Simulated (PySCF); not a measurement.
**C₅H₁₁FO₂Si: NMR shielding calculation**

System: C₅H₁₁FO₂Si.
Method: GIAO PBE0/pcSseg-1 NMR shielding, non-relativistic, gas phase (PySCF 2.14.0).

The geometry comes from this level: GFN2-xTB. It belongs to a series of runs on one base structure; here: H on C replaced by OCH3. Figures and captions count atoms from 1; the log counts them from 0 in places.

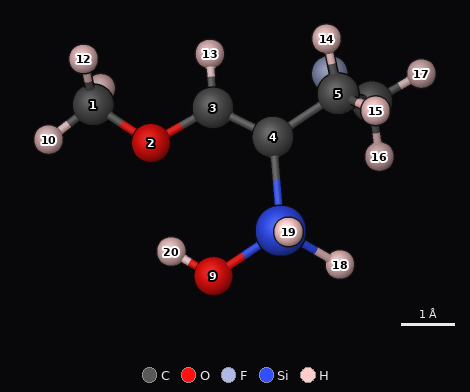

The structure (ball-and-stick view, seen at a tilt; atoms are numbered from 1 in the order of the input).

Summary:

- outcome: converged
- total energy: −736.267532 hartree
- HOMO: −6.66 eV
- LUMO: 0.04 eV
- dipole moment: 2.89 D
- isotropic shielding, C: 18.8 to 153.1 ppm
- isotropic shielding, O: 237.4 to 322.5 ppm
- isotropic shielding, F: 416.4 ppm
- isotropic shielding, Si: 379.5 ppm
- isotropic shielding, H: 25.0 to 30.0 ppm
- hardware: 1 CPU thread, shared host
- wall time: 50 s
- peak memory: 1.1 GiB

Input file:
```
{"job": {"kind": "nmr", "xc": "PBE0", "basis": "pcSseg-1"}, "charge": 0, "multiplicity": 1}
C      3.009689    -0.083888     0.561812
O      1.722386     0.482094     0.498834
C      0.708536    -0.396816     0.226613
C     -0.559690    -0.017852     0.086451
C     -1.582064    -1.070505    -0.248540
C     -1.722842    -1.219562    -1.760656
F     -0.558655    -1.715907    -2.300554
Si    -1.125438     1.777677     0.209095
O      0.115599     2.808911     0.055671
H      3.698726     0.732836     0.771246
H      3.282397    -0.554605    -0.388163
H      3.077629    -0.828072     1.362321
H      1.012825    -1.436902     0.137727
H     -1.294031    -2.039456     0.166841
H     -2.555639    -0.791452     0.154307
H     -1.902659    -0.252732    -2.239353
H     -2.511961    -1.930910    -2.026694
H     -2.034317     2.114043    -0.887384
H     -1.781274     1.959590     1.510237
H      0.995636     2.474189     0.223130
```

The first line tells a small driver script what to run in PySCF; the rest is the geometry in Å.

Run as:
```bash
OMP_NUM_THREADS=1 python <driver script> task.json out
```

Log:
```
coarse grid: 17136 points
cycle   1  E = -736.0351761070  dE =  1.104e+00  |g| = 9.262e-01  |ddm| = 3.922e+00
cycle   2  E = -735.8721950090  dE =  1.630e-01  |g| = 1.339e+00  |ddm| = 1.895e+00
cycle   3  E = -736.1853732866  dE = -3.132e-01  |g| = 1.082e-01  |ddm| = 1.296e+00
cycle   4  E = -736.1870099739  dE = -1.637e-03  |g| = 6.217e-02  |ddm| = 1.421e-01
cycle   5  E = -736.1878538102  dE = -8.438e-04  |g| = 1.877e-02  |ddm| = 6.492e-02
cycle   6  E = -736.1879299956  dE = -7.619e-05  |g| = 6.258e-03  |ddm| = 1.953e-02
cycle   7  E = -736.1879385189  dE = -8.523e-06  |g| = 1.353e-03  |ddm| = 6.345e-03
final grid: 161080 points
cycle   8  E = -736.2675024749  dE = -4.313e-05  |g| = 1.218e-02  |ddm| = 3.504e-02
cycle   9  E = -736.2674686318  dE =  3.384e-05  |g| = 1.824e-02  |ddm| = 2.152e-02
cycle  10  E = -736.2675306466  dE = -6.201e-05  |g| = 2.159e-03  |ddm| = 1.384e-02
cycle  11  E = -736.2675317140  dE = -1.067e-06  |g| = 4.187e-04  |ddm| = 2.110e-03
cycle  12  E = -736.2675317487  dE = -3.472e-08  |g| = 1.718e-04  |ddm| = 4.838e-04
cycle  13  E = -736.2675317554  dE = -6.713e-09  |g| = 2.726e-05  |ddm| = 1.573e-04
cycle  14  E = -736.2675317556  dE = -1.430e-10  |g| = 7.760e-06  |ddm| = 2.928e-05
```

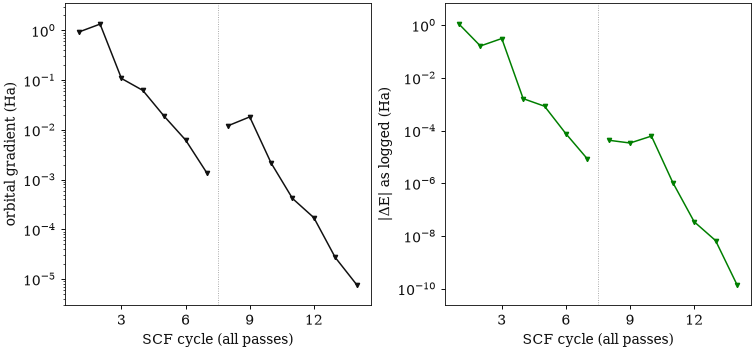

Convergence of the self-consistent field: orbital gradient and size of the energy change against the SCF cycle. The dotted line marks the change from a coarse to the final integration grid. The first 7 cycles use a coarse grid, the final grid takes over at cycle 8, and the field converges after 14 cycles in all.

```
converged SCF energy = -736.2675317556

GIAO shielding tensors (ppm)
atom      isotropic    diamagn.    paramagn.     s11        s22        s33       span
  0 C      126.849     243.045    -116.196     94.983    101.199    184.365     89.382
  1 O      237.384     401.275    -163.890    123.676    288.156    300.320    176.644
  2 C       18.819     256.293    -237.474    -81.384     64.447     73.394    154.777
  3 C       74.961     266.074    -191.113    -19.060     81.914    162.029    181.088
  4 C      153.129     247.922     -94.793    144.973    149.463    164.950     19.977
  5 C      102.283     239.848    -137.565     70.174     86.499    150.175     80.002
  6 F      416.387     477.090     -60.703    371.344    421.582    456.236     84.892
  7 Si     379.503     881.051    -501.548    338.171    344.765    455.573    117.402
  8 O      322.545     390.603     -68.058    291.615    308.732    367.286     75.671
  9 H       27.819      27.945      -0.127     23.810     25.813     33.833     10.023
 10 H       27.984      29.020      -1.036     24.268     25.990     33.695      9.427
 11 H       27.972      28.642      -0.670     24.504     25.575     33.837      9.333
 12 H       24.992      35.323     -10.332     22.463     22.745     29.767      7.304
 13 H       29.525      31.500      -1.975     25.340     28.483     34.752      9.413
 14 H       29.977      31.161      -1.184     25.516     29.066     35.349      9.832
 15 H       27.359      29.189      -1.830     23.084     27.370     31.623      8.539
 16 H       27.071      26.980       0.092     22.563     27.096     31.555      8.992
 17 H       26.593      29.994      -3.400     23.078     25.913     30.789      7.711
 18 H       26.299      29.733      -3.433     22.830     24.943     31.125      8.295
 19 H       29.265      34.677      -5.412     17.984     26.120     43.692     25.708
```

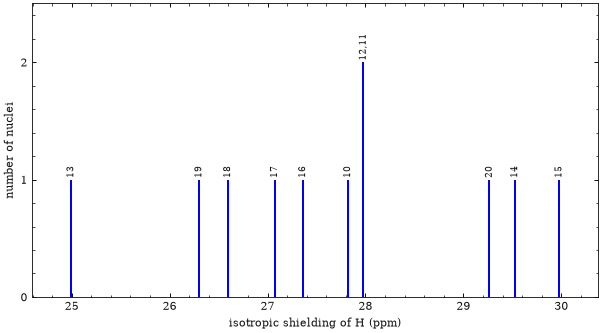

Isotropic shieldings of the hydrogen nuclei in this fixed geometry, labelled by atom number; shielding grows to the right, so chemical shift grows to the left. The least shielded is H13 (25.0 ppm), the most shielded H15 (30.0 ppm).

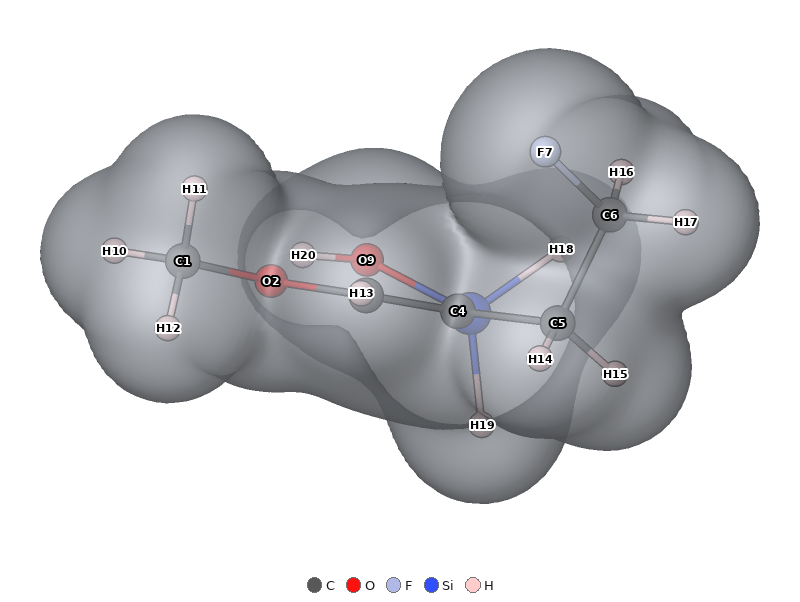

Isosurface of the total electron density at 0.05 e/Å³ (grey), seen from the side. At this value the surface is in one piece. On the grid the lowest density along these lines, outside the cores, is 2.3 e/Å³ (C–C, 1.33 Å), 1.9 e/Å³ (C–O, 1.37 Å), 1.6 e/Å³ (C–F, 1.38 Å) and 1 e/Å³ (Si–O, 1.62 Å).

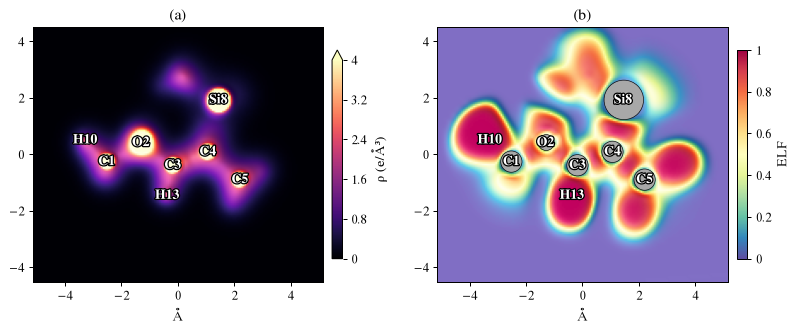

(a) electron density; (b) ELF on the plane of atoms C1, O2 and C3. Grey discs, where drawn, cover atomic cores. C–C (1.33 Å): ρ is about 2.3 e/Å³ halfway; the ELF peaks at about 0.95 between the atoms (a multiple bond by its length, whose ELF region spreads away from the axis). C–O (1.37 Å): ρ is about 2.3 e/Å³ halfway, with its minimum of 1.9 e/Å³ about 0.5 Å from C; the ELF peaks at about 0.90 between the atoms, which marks a shared but strongly polarised pair.

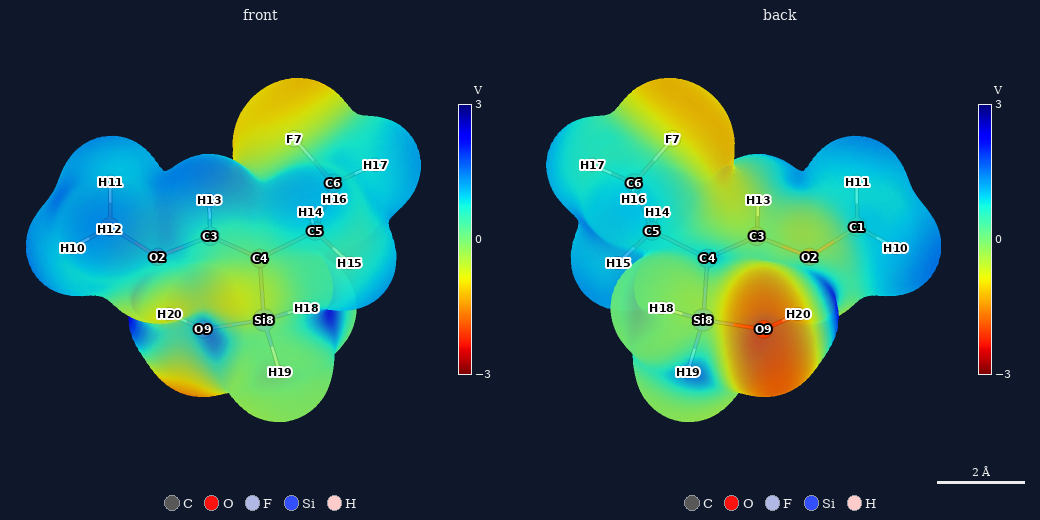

The molecular electrostatic potential painted on the density surface at 0.004 e/bohr³, seen at a tilt and from behind; red is negative and blue positive. A positive charge is drawn to the negative regions and a negative charge to the positive ones. Its dipole moment is 2.89 D.
